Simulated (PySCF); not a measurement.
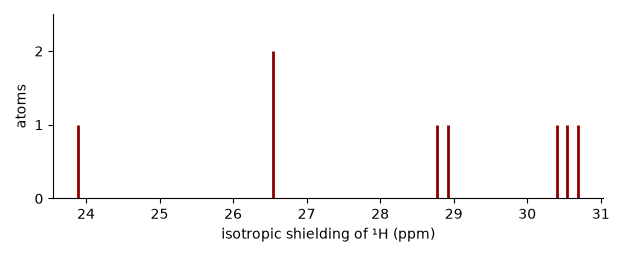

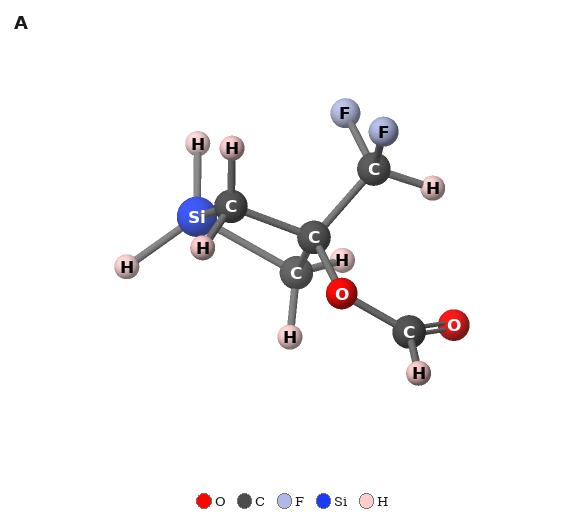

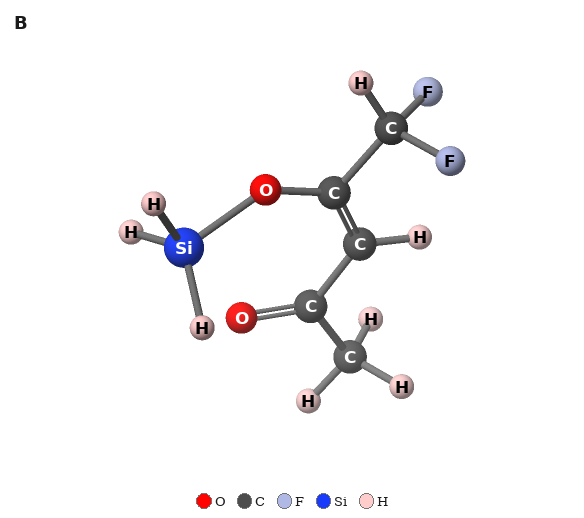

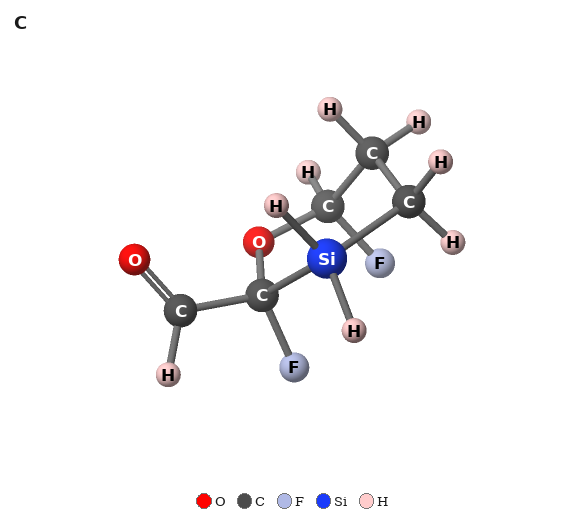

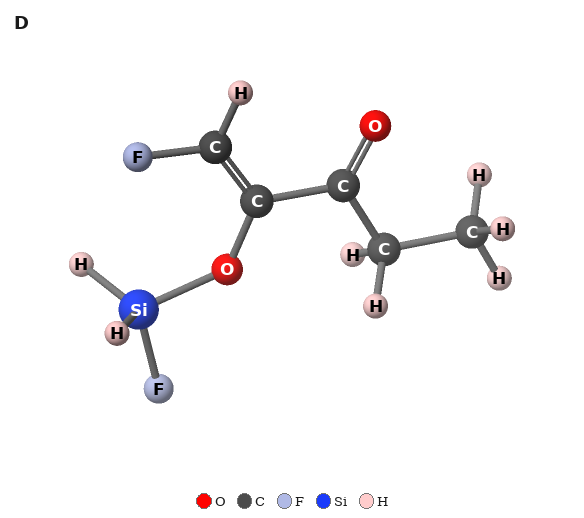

The sticks are computed shieldings of one of the molecules, for one fixed geometry (GFN2-xTB) without averaging over rotations. Low shielding means a high chemical shift. Method: GIAO PBE0/pcSseg-1 NMR shielding, non-relativistic, gas phase (PySCF 2.14.0).

Question: Match the spectrum to a structure.

Answer: D, `CCC(=O)/C(=C/F)O[SiH2]F`. Its 8 H atoms give lines at 23.89, 26.55 (2 atoms), 28.78, 28.92, 30.41, 30.54, 30.69 ppm.

The geometry is semi-empirical. Around Si such bond lengths and angles can be off by a tenth of an ångström or more and by several degrees, and values that hang on the shape move with them.
